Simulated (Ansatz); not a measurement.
# NaTlF3: complex band structure

Wanted: the relaxed cell of NaTlF3, its band edges and its decay constants. It is built by putting Na for Cs in the CsTlF3 structure of space group Fm-3m, with the volume rescaled by atomic radii. The parent structure comes from the Materials Project.

Program: Ansatz 0.2.0. Level of theory: PBE DFT, plane waves, PAW files, in the first sound run; inputs show where later runs differ. Results are calculated unless marked as measured.

The structure was built from a prototype and need not be the compound's stable phase.

## (1) Set-up

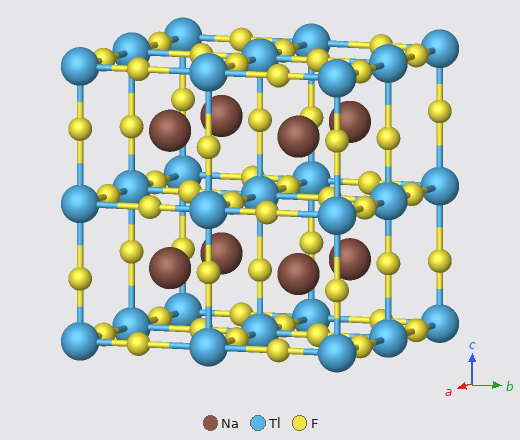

The starting structure, seen slightly off an axis (sodium brown, thallium blue, fluorine yellow). This picture shows the conventional cell, with its axes. Some periodic images of atoms are drawn too.

## (2) Cell and atoms at rest

The substituted atoms don't fit the parent's cell, so cell and atoms relax together. A small smearing keeps the run stable in case the gap closes on the way.

input.yaml

```yaml
crystal:
  lattice:
    - [0.0, 4.2734622378, 4.2734622378]
    - [4.2734622378, 0.0, 4.2734622378]
    - [4.2734622378, 4.2734622378, 0.0]
  atoms:
    - { symbol: Na, position: [0.75, 0.75, 0.75] }
    - { symbol: Na, position: [0.25, 0.25, 0.25] }
    - { symbol: Tl, position: [0.5, 0.5, 0.5] }
    - { symbol: Tl, position: [0.0, 0.0, 0.0] }
    - { symbol: F, position: [0.77234001, 0.22765999, 0.22765999] }
    - { symbol: F, position: [0.22765999, 0.22765999, 0.77234001] }
    - { symbol: F, position: [0.22765999, 0.77234001, 0.77234001] }
    - { symbol: F, position: [0.22765999, 0.77234001, 0.22765999] }
    - { symbol: F, position: [0.77234001, 0.22765999, 0.77234001] }
    - { symbol: F, position: [0.77234001, 0.77234001, 0.22765999] }
kpoints:
  mp_grid: { grid: [4, 4, 4] }
scf:
  occupations: { method: gaussian, width: 0.03 }
hamiltonian:
  xc: pbe
output:
  forces: true
  stress: true
relax:
  f_tol: 0.02
  max_steps: 60
  cell: {}
```

On the command line:

```bash
ansatz run input.yaml --threads 2 --pin off --max-ram 4096MiB --backend cpu --events-out ev --progress --plain --runs-dir out
```

Numbers of over 12 decimals in the logs are rounded to 6 here.

What it wrote:

```text
Engine: ansatz 0.2.0, x86_64-unknown-linux-gnu
Pseudopotentials: kind: paw
Pseudopotential: Na, paw, valence charge 9, recommended cutoff 420 eV (normal), Na.paw.azcp
Pseudopotential: Tl, paw, valence charge 13, recommended cutoff 420 eV (normal), Tl.paw.azcp
Pseudopotential: F, paw, valence charge 7, recommended cutoff 420 eV (normal), F.paw.azcp
Functional definition: PBE
  parameter kappa = 0.804
  parameter beta = 0.066725
  exchange = pbe_x(kappa = kappa, mu = beta*pi^2/3)
  correlation = pbe_c(beta = beta)
Crystal: 10 atoms, lattice volume = 156.088 Å³
Basis set: ecut = 420 eV, 3071 PW (Γ), exchange–correlation on 90×90×90 points (8 copies of the dense FFT grid, shifted against one another)
Bands: 53, of which v1, the nominal top of the filled ones, is band 43 counted from 1 (42 counted from 0)
Symmetry: 48 space group operations
Space group: Fm-3m (ITA 225), of the structure as read, at distance tolerance 5.4e-5 Å
k-points: 8 of 64
Non-local potential: Na, projectors of the file, l = 0: 3, l = 1: 2, l = 2: 1
Non-local potential: Tl, projectors of the file, l = 0: 2, l = 1: 2, l = 2: 2, l = 3: 1
Non-local potential: F, projectors of the file, l = 0: 2, l = 1: 2, l = 2: 1
PAW form: soft (Blöchl's): semilocal exchange-correlation on the pseudo side does not see the compensation charge
PAW one-centre angular grid: Na, 110 points (default); XC on 64 Gauss nodes
PAW one-centre angular grid: Tl, 590 points (default); XC on 64 Gauss nodes
PAW one-centre angular grid: F, 110 points (default); XC on 64 Gauss nodes
Initial density: superposition of atomic densities (neutral atoms: chi_scale 0, normalization atom), corrected by the library's trained network
Initial wavefunctions: pseudopotential atomic-orbital guess
Functional: x = pbe(κ = 0.804, μ = 0.219515), c = pbe(β = 0.066725)
SCF iter   1: F=—  HF=-30710.046762 eV  |F-HF|=—  |Δ(HF+E_count)|=         —  Δρ=2.32e-3  dr2=4.56e-3  ethr=1.77e-3  ⟨swp⟩=6.1  Hψ=1670  notcnv=0  defer=5
preconditioner: auto → Resta (q_TF=auto, 2.470 Å⁻¹)  ε∞=3.2  [insulator: Δε(μ)=1.388 eV  Ē_g=18.208 eV  σ=0.030 eV  W_gap=1.00  n_scr=50 (ndim 8)  ℏωp=26.9 eV  f_vac=0.223  D(μ)=0.00/eV (n_scr^D=0)  ε∞_Penn≈3.2]
SCF iter   2: F=—  HF=-30710.045714 eV  |F-HF|=—  |Δ(HF+E_count)|=   1.05e-3  Δρ=1.09e-3  dr2=7.32e-4  ethr=5.31e-6  ⟨swp⟩=2.0  Hψ=874  notcnv=0  defer=31
SCF iter   3: F=—  HF=-30710.046096 eV  |F-HF|=—  |Δ(HF+E_count)|=   3.82e-4  Δρ=3.87e-4  dr2=1.50e-4  ethr=8.52e-7  ⟨swp⟩=2.0  Hψ=536  notcnv=0  defer=31
SCF iter   4: F=—  HF=-30710.046183 eV  |F-HF|=—  |Δ(HF+E_count)|=   8.74e-5  Δρ=7.50e-5  dr2=6.26e-6  ethr=1.75e-7  ⟨swp⟩=2.0  Hψ=552  notcnv=0  defer=31
SCF iter   5: F=—  HF=-30710.046298 eV  |F-HF|=—  |Δ(HF+E_count)|=   1.15e-4  Δρ=2.33e-5  dr2=6.72e-7  ethr=7.28e-9  ⟨swp⟩=2.0  Hψ=721  notcnv=0  defer=31
SCF iter   6: F=-30710.046298 eV  HF=-30710.046298 eV  |F-HF|=6.07e-8  |Δ(HF+E_count)|=   4.74e-7  Δρ=5.70e-6  dr2=7.84e-8  ethr=1.16e-10  ⟨swp⟩=4.6  Hψ=1428  notcnv=0
SCF 1 converged in 6 iterations: F = -30710.046298 eV  dr2 = 7.84e-8
  greatest PAW one-centre occupation: 0.999 electrons in one spin orbital (limit 2), on the Na atom at site 1 (counted from 0), in its partial waves of l = 0
relax step   1: F+E_penalty+E_count = -30710.04629832 eV  Δ(F+E_penalty+E_count) = +0.000e0 eV  max|allowed force component| = 3.951e0 eV/Å  Δτ_max = 0.0000 Å  P = +30.347 GPa  Ω = 156.088 Å³  (6 SCF iters, dr2 threshold 1.00e-7 eV, accepted)
Crystal: 10 atoms, lattice volume = 180.466 Å³
Basis set: ecut = 420 eV, 3527 PW (Γ), exchange–correlation on 90×90×90 points (8 copies of the dense FFT grid, shifted against one another)
Initial density: handed on by an earlier stage of this run
Initial wavefunctions: those handed on with the density
iter 1 solved again at ethr=6.19e-4 eV; its pass at ethr=3.10e-3 eV (dr2=5.32e-1 eV) is discarded
SCF iter   1: F=—  HF=-30713.600244 eV  |F-HF|=—  |Δ(HF+E_count)|=         —  Δρ=1.70e-2  dr2=5.22e-1  ethr=6.19e-4  ⟨swp⟩=1.5  Hψ=2005  notcnv=0
preconditioner: auto → Resta (q_TF=auto, 2.411 Å⁻¹)  ε∞=3.1  [insulator: Δε(μ)=0.949 eV  Ē_g=17.228 eV  σ=0.030 eV  W_gap=1.00  n_scr=50 (ndim 8)  ℏωp=25.0 eV  f_vac=0.284  D(μ)=0.00/eV (n_scr^D=0)  ε∞_Penn≈3.1]
SCF iter   2: F=—  HF=-30713.418461 eV  |F-HF|=—  |Δ(HF+E_count)|=   1.82e-1  Δρ=7.68e-3  dr2=1.14e-1  ethr=6.07e-4  ⟨swp⟩=2.5  Hψ=742  notcnv=0
SCF iter   3: F=—  HF=-30713.371212 eV  |F-HF|=—  |Δ(HF+E_count)|=   4.72e-2  Δρ=1.73e-3  dr2=6.42e-3  ethr=1.32e-4  ⟨swp⟩=2.4  Hψ=777  notcnv=0  defer=29
SCF iter   4: F=—  HF=-30713.370085 eV  |F-HF|=—  |Δ(HF+E_count)|=   1.13e-3  Δρ=1.03e-3  dr2=1.27e-3  ethr=7.47e-6  ⟨swp⟩=2.0  Hψ=771  notcnv=0  defer=29
SCF iter   5: F=—  HF=-30713.369965 eV  |F-HF|=—  |Δ(HF+E_count)|=   1.20e-4  Δρ=4.04e-4  dr2=2.28e-4  ethr=1.47e-6  ⟨swp⟩=2.1  Hψ=666  notcnv=0  defer=29
SCF iter   6: F=—  HF=-30713.370107 eV  |F-HF|=—  |Δ(HF+E_count)|=   1.41e-4  Δρ=8.03e-5  dr2=9.74e-6  ethr=2.65e-7  ⟨swp⟩=2.0  Hψ=554  notcnv=0  defer=29
SCF iter   7: F=-30713.370122 eV  HF=-30713.370120 eV  |F-HF|=1.99e-6  |Δ(HF+E_count)|=   1.33e-5  Δρ=2.08e-5  dr2=7.19e-7  ethr=1.16e-9  ⟨swp⟩=2.1  Hψ=1526  notcnv=0
SCF 2 converged in 7 iterations: F = -30713.370122 eV  dr2 = 7.19e-7
relax step   2: F+E_penalty+E_count = -30713.37012185 eV  Δ(F+E_penalty+E_count) = -3.324e0 eV  max|allowed force component| = 6.896e-1 eV/Å  Δτ_max = 0.0520 Å  P = +8.021 GPa  Ω = 180.466 Å³  energy of the carried Pulay correction = -6.662e-2 eV  (7 SCF iters, dr2 threshold 1.00e-6 eV, accepted)
Crystal: 10 atoms, lattice volume = 193.475 Å³
Basis set: ecut = 420 eV, 3767 PW (Γ), exchange–correlation on 90×90×90 points (8 copies of the dense FFT grid, shifted against one another)
iter 1 solved again at ethr=9.06e-5 eV; its pass at ethr=3.10e-3 eV (dr2=7.79e-2 eV) is discarded
SCF iter   1: F=—  HF=-30713.747356 eV  |F-HF|=—  |Δ(HF+E_count)|=         —  Δρ=5.57e-3  dr2=7.80e-2  ethr=9.06e-5  ⟨swp⟩=2.9  Hψ=1794  notcnv=0
preconditioner: auto → Resta (q_TF=auto, 2.383 Å⁻¹)  ε∞=3.0  [insulator: Δε(μ)=1.247 eV  Ē_g=16.946 eV  σ=0.030 eV  W_gap=1.00  n_scr=58 (ndim 8)  ℏωp=24.2 eV  f_vac=0.298  D(μ)=0.00/eV (n_scr^D=0)  ε∞_Penn≈3.0]
SCF iter   2: F=—  HF=-30713.719022 eV  |F-HF|=—  |Δ(HF+E_count)|=   2.83e-2  Δρ=3.08e-3  dr2=1.53e-2  ethr=9.06e-5  ⟨swp⟩=2.4  Hψ=740  notcnv=0
SCF iter   3: F=—  HF=-30713.712713 eV  |F-HF|=—  |Δ(HF+E_count)|=   6.31e-3  Δρ=1.16e-3  dr2=3.46e-3  ethr=1.77e-5  ⟨swp⟩=2.0  Hψ=744  notcnv=0  defer=13
SCF iter   4: F=—  HF=-30713.711584 eV  |F-HF|=—  |Δ(HF+E_count)|=   1.13e-3  Δρ=4.20e-4  dr2=3.97e-4  ethr=4.03e-6  ⟨swp⟩=2.0  Hψ=553  notcnv=0  defer=13
SCF iter   5: F=—  HF=-30713.711671 eV  |F-HF|=—  |Δ(HF+E_count)|=   8.67e-5  Δρ=1.19e-4  dr2=2.52e-5  ethr=4.61e-7  ⟨swp⟩=2.9  Hψ=756  notcnv=0  defer=13
SCF iter   6: F=-30713.711686 eV  HF=-30713.711685 eV  |F-HF|=4.74e-7  |Δ(HF+E_count)|=   1.43e-5  Δρ=2.02e-5  dr2=5.10e-7  ethr=1.16e-9  ⟨swp⟩=3.0  Hψ=1647  notcnv=0
SCF 3 converged in 6 iterations: F = -30713.711686 eV  dr2 = 5.10e-7
relax step   3: F+E_penalty+E_count = -30713.71168559 eV  Δ(F+E_penalty+E_count) = -3.416e-1 eV  max|allowed force component| = 2.631e-1 eV/Å  Δτ_max = 0.0022 Å  P = +1.569 GPa  Ω = 193.475 Å³  energy of the carried Pulay correction = -9.839e-2 eV  (6 SCF iters, dr2 threshold 1.00e-6 eV, accepted)
[... from here on, the SCF cycles and remarks between the steps are left out ...]
relax step   4: F+E_penalty+E_count = -30713.72701055 eV  Δ(F+E_penalty+E_count) = -1.532e-2 eV  max|allowed force component| = 8.279e-2 eV/Å  Δτ_max = 0.0065 Å  P = +0.097 GPa  Ω = 196.369 Å³  energy of the carried Pulay correction = -1.051e-1 eV  (6 SCF iters, dr2 threshold 1.00e-6 eV, accepted)
relax step   5: F+E_penalty+E_count = -30713.72844985 eV  Δ(F+E_penalty+E_count) = -1.439e-3 eV  max|allowed force component| = 2.321e-2 eV/Å  Δτ_max = 0.0043 Å  P = -0.032 GPa  Ω = 196.391 Å³  energy of the carried Pulay correction = -1.052e-1 eV  (5 SCF iters, dr2 threshold 4.28e-7 eV, accepted)
relax step   6: F+E_penalty+E_count = -30713.72912284 eV  Δ(F+E_penalty+E_count) = -6.730e-4 eV  max|allowed force component| = 6.397e-4 eV/Å  Δτ_max = 0.0022 Å  P = -0.002 GPa  Ω = 196.180 Å³  energy of the carried Pulay correction = -1.047e-1 eV  (5 SCF iters, dr2 threshold 3.37e-8 eV, accepted)
relax step   7: F+E_penalty+E_count = -30714.18222185 eV  Δ(F+E_penalty+E_count) = -4.531e-1 eV  max|allowed force component| = 1.424e-2 eV/Å  Δτ_max = 0.0000 Å  P = +3.396 GPa  Ω = 196.180 Å³  stress off target by 3.40e0 GPa  SCF on the basis re-selected at this cell (its energy is not comparable with the rows above)  (8 SCF iters)
relax step   8: F+E_penalty+E_count = -30714.28913566 eV  Δ(F+E_penalty+E_count) = -1.069e-1 eV  max|allowed force component| = 3.986e-2 eV/Å  Δτ_max = 0.0143 Å  P = +1.169 GPa  Ω = 205.827 Å³  energy of the carried Pulay correction = -2.893e-2 eV  (6 SCF iters, dr2 threshold 1.00e-6 eV, accepted)
relax step   9: F+E_penalty+E_count = -30714.29064961 eV  Δ(F+E_penalty+E_count) = -1.514e-3 eV  max|allowed force component| = 4.770e-3 eV/Å  Δτ_max = 0.0145 Å  P = +0.152 GPa  Ω = 211.962 Å³  energy of the carried Pulay correction = -5.428e-2 eV  (6 SCF iters, dr2 threshold 1.00e-6 eV, accepted)
relax step  10: F+E_penalty+E_count = -30714.28668767 eV  Δ(F+E_penalty+E_count) = +3.962e-3 eV  max|allowed force component| = 8.899e-5 eV/Å  Δτ_max = 0.0022 Å  P = +0.010 GPa  Ω = 212.906 Å³  energy of the carried Pulay correction = -5.876e-2 eV  (6 SCF iters, dr2 threshold 5.80e-8 eV, accepted)
relax step  11: F+E_penalty+E_count = -30714.35238080 eV  Δ(F+E_penalty+E_count) = -6.569e-2 eV  max|allowed force component| = 1.071e-3 eV/Å  Δτ_max = 0.0000 Å  P = +0.158 GPa  Ω = 212.906 Å³  stress off target by 1.58e-1 GPa  SCF on the basis re-selected at this cell (its energy is not comparable with the rows above)  (7 SCF iters)
relax step  12: F+E_penalty+E_count = -30714.35056669 eV  Δ(F+E_penalty+E_count) = +1.814e-3 eV  max|allowed force component| = 3.887e-3 eV/Å  Δτ_max = 0.0017 Å  P = -0.000 GPa  Ω = 213.916 Å³  energy of the carried Pulay correction = -2.337e-3 eV  (6 SCF iters, dr2 threshold 6.25e-8 eV, accepted)
iter 1 solved again at ethr=4.99e-7 eV; its pass at ethr=3.10e-3 eV (dr2=4.29e-4 eV) is discarded
SCF iter   1: F=—  HF=-30714.348624 eV  |F-HF|=—  |Δ(HF+E_count)|=         —  Δρ=1.67e-4  dr2=1.62e-6  ethr=4.99e-7  ⟨swp⟩=2.9  Hψ=2498  notcnv=0
preconditioner: auto → Resta (q_TF=auto, 2.344 Å⁻¹)  ε∞=2.9  [insulator: Δε(μ)=1.568 eV  Ē_g=16.492 eV  σ=0.030 eV  W_gap=1.00  n_scr=58 (ndim 8)  ℏωp=23.0 eV  f_vac=0.325  D(μ)=0.00/eV (n_scr^D=0)  ε∞_Penn≈2.9]
SCF iter   2: F=—  HF=-30714.351324 eV  |F-HF|=—  |Δ(HF+E_count)|=   2.70e-3  Δρ=8.37e-5  dr2=4.66e-7  ethr=1.88e-9  ⟨swp⟩=2.0  Hψ=824  notcnv=0
SCF iter   3: F=—  HF=-30714.352419 eV  |F-HF|=—  |Δ(HF+E_count)|=   1.09e-3  Δρ=2.59e-5  dr2=6.93e-8  ethr=5.41e-10  ⟨swp⟩=2.0  Hψ=768  notcnv=0
SCF iter   4: F=—  HF=-30714.352537 eV  |F-HF|=—  |Δ(HF+E_count)|=   1.18e-4  Δρ=1.11e-6  dr2=2.23e-9  ethr=8.06e-11  ⟨swp⟩=2.0  Hψ=768  notcnv=0
SCF iter   5: F=—  HF=-30714.352537 eV  |F-HF|=—  |Δ(HF+E_count)|=   5.69e-9  Δρ=3.53e-7  dr2=3.85e-10  ethr=2.60e-12  ⟨swp⟩=2.0  Hψ=750  notcnv=0
SCF iter   6: F=-30714.352537 eV  HF=-30714.352537 eV  |F-HF|=2.91e-11  |Δ(HF+E_count)|=   3.33e-9  Δρ=1.19e-7  dr2=2.52e-11  ethr=1.00e-12  ⟨swp⟩=4.0  Hψ=1293  notcnv=0
SCF 13 converged in 6 iterations: F = -30714.352537 eV  dr2 = 2.52e-11
relax step  13: F+E_penalty+E_count = -30714.35253654 eV  Δ(F+E_penalty+E_count) = -1.970e-3 eV  max|allowed force component| = 3.970e-3 eV/Å  Δτ_max = 0.0000 Å  P = +0.005 GPa  Ω = 213.916 Å³  stress off target by 4.94e-3 GPa  SCF on the basis re-selected at this cell (its energy is not comparable with the rows above)  (6 SCF iters)
basis re-selected at this cell: Δ(F+E_penalty+E_count) = -1.970e-3 eV, ΔP = +0.005 GPa vs the last step (what re-selecting the basis moved, of the pressure what is left beyond the Pulay correction that the steps carried, after the strain that the cell walked since its last selection, with what the two solves' SCF thresholds leave and, on support functions, any second-order correction that the steps lacked; it is no m [...]
SCF converged after 6 iterations
Free energy (F): -30714.352537 eV
Harris-Foulkes:  -30714.352537 eV  (|F-HF|=2.91e-11)
Internal energy: -30714.352537 eV  (E = F + TS)
E sigma→0 (E₀):  -30714.352537 eV
Fermi energy:    3.062634 eV
--- Per-component energies (eV) ---
  E_band       = -877.321565
  E_kinetic    = 2150.305072
  E_local      = -9349.031572  (includes V_loc(G=0)·N_el)
  E_nonlocal   = 1307.902266
  E_hartree    = 3521.388182
  E_xc         = -1012.944886
  E_vxc        = -991.417100  (∫ρ·V_xc dr)
  E_paw        = -22068.054516  (= ΣΔE_a)
  E_vpaw       = -1037.869220  (= ΣTr[D̂ρ^β])
  E_aug_tail   = 0.012364  (compensation charges beyond the density's cutoff)
  E_ewald      = -5263.929447
  E_smearing   = -0.000000  (= −TS)
  E_closure    = 0.000000  (closes the sum)
  Σ components = -30714.352537   (vs F -30714.352537, Δ=0.00e0)
--- Forces (eV/Å), atoms counted from 1 ---
  atom   1  Na    -0.00000000    -0.00000000    -0.00000000
  atom   2  Na     0.00000000     0.00000000     0.00000000
  atom   3  Tl    -0.00000000     0.00000000    -0.00000000
  atom   4  Tl     0.00000000    -0.00000000     0.00000000
  atom   5  F     -0.00397015    -0.00000000    -0.00000000
  atom   6  F     -0.00000000    -0.00000000    -0.00397015
  atom   7  F      0.00397015    -0.00000000    -0.00000000
  atom   8  F     -0.00000000    -0.00397015     0.00000000
  atom   9  F      0.00000000     0.00397015     0.00000000
  atom  10  F      0.00000000     0.00000000     0.00397015
  max |Σ_I F_I| component: 2.89e-18 eV/Å
--- Stress (GPa, compression-positive) ---
        0.004943      -0.000000      -0.000000
       -0.000000       0.004943      -0.000000
       -0.000000      -0.000000       0.004943
  P = ⅓ Tr σ = 0.0049 GPa (0.049 kbar)
--- Relaxed structure (10 steps of the walk, 10 accepted, 3 SCFs on fresh bases) ---
  F+E_penalty+E_count = -30714.35253654 eV   max|allowed force component| = 3.970e-3 eV/Å   (the final SCF, on the basis selected at the relaxed cell)
  cell:  # Å, volume = 213.9156 Å³
    - [0, 4.746835, 4.746835]
    - [4.746835, 0, 4.746835]
    - [4.746835, 4.746835, 0]
  atoms:
    - { symbol: Na, position: [0.75, 0.75, 0.75] }
    - { symbol: Na, position: [0.250000, 0.250000, 0.250000] }
    - { symbol: Tl, position: [0.500000, 0.500000, 0.500000] }
    - { symbol: Tl, position: [4.3129986663324733e-19, 0, -2.2833522351171924e-19] }
    - { symbol: F, position: [0.768817, 0.231183, 0.231183] }
    - { symbol: F, position: [0.231183, 0.231183, 0.768817] }
    - { symbol: F, position: [0.231183, 0.768817, 0.768817] }
    - { symbol: F, position: [0.231183, 0.768817, 0.231183] }
    - { symbol: F, position: [0.768817, 0.231183, 0.768817] }
    - { symbol: F, position: [0.768817, 0.768817, 0.231183] }
```

Run time: 17 s. Hardware: 2 threads of AMD EPYC 7R13 (Zen 3), shared host; peak memory 0.58 GiB.

Relaxation path:

```csv
step,energy less that of the first step (eV),largest force component (eV/Å),pressure (GPa),volume (Å³)
1,0.0000,3.9515,30.35,156.09
2,-3.3238,0.6896,8.02,180.47
3,-3.6654,0.2631,1.57,193.48
4,-3.6807,0.0828,0.10,196.37
5,-3.6822,0.0232,-0.03,196.39
6,-3.6828,0.0006,0.00,196.18
7*,-4.1359,0.0142,3.40,196.18
8,-4.2428,0.0399,1.17,205.83
9,-4.2444,0.0048,0.15,211.96
10,-4.2404,0.0001,0.01,212.91
11*,-4.3061,0.0011,0.16,212.91
12,-4.3043,0.0039,0.00,213.92
13*,-4.3062,0.0040,0.00,213.92
```

Relaxation steps marked * repeat the geometry before them on a plane-wave basis chosen anew for their cell, so energy and pressure can jump there.

The run keeps the 48 symmetry operations that it works with, so distortions that break them were not tested.

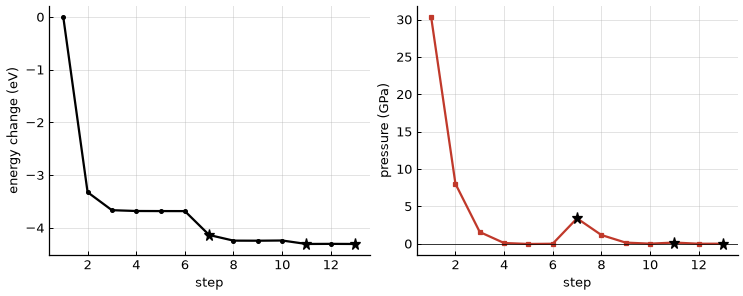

Energy and pressure along the relaxation. Stars mark steps on a basis chosen anew.

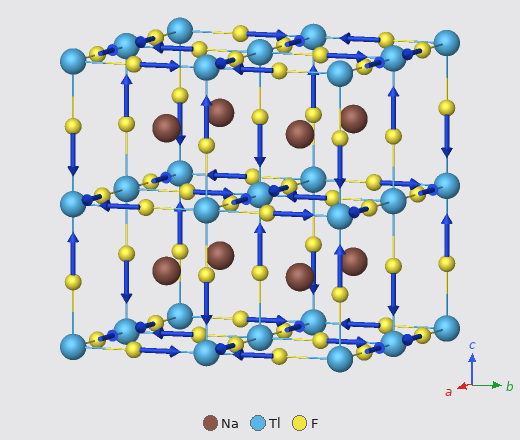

Displacements in the relaxation, exaggerated, measured against the changing cell; the longest in the cell stands for 0.03 Å. Some periodic images of atoms are drawn too.

```csv
"conventional cell, symmetrised",before,after,change
a (Å),8.547,9.494,+11.1 %
b (Å),8.547,9.494,+11.1 %
c (Å),8.547,9.494,+11.1 %
volume (Å³/atom),15.61,21.39,+37.0 %
```

The atoms that moved most (Å, as changes of fractional coordinates times the final cell):

```csv
atom,dx,dy,dz,length
F6,0.000,0.000,0.033,0.033
F5,0.033,0.000,0.000,0.033
F8,0.000,0.033,0.000,0.033
F10,0.000,0.000,-0.033,0.033
F9,0.000,-0.033,0.000,0.033
F7,-0.033,0.000,0.000,0.033
```

Numbers from this step:

| Quantity | Value |
| --- | --- |
| free energy | -30714.3525 eV |
| Fermi energy | 3.063 eV |
| pressure | 0.004943 GPa |

The largest force component on a free atom ends at 0.0040 eV/Å.

(Part 1 of 2 ends here.)

[Logs are printed without paths, hosts, clocks, repeated set-up lines and the standing remarks that a program may print on its own settings, such as how far it seeks lower states.]

[Hosts, paths, dates, database ids (printed as entryN), source tags and the programs' standing remarks are cut or masked in the printed files.]
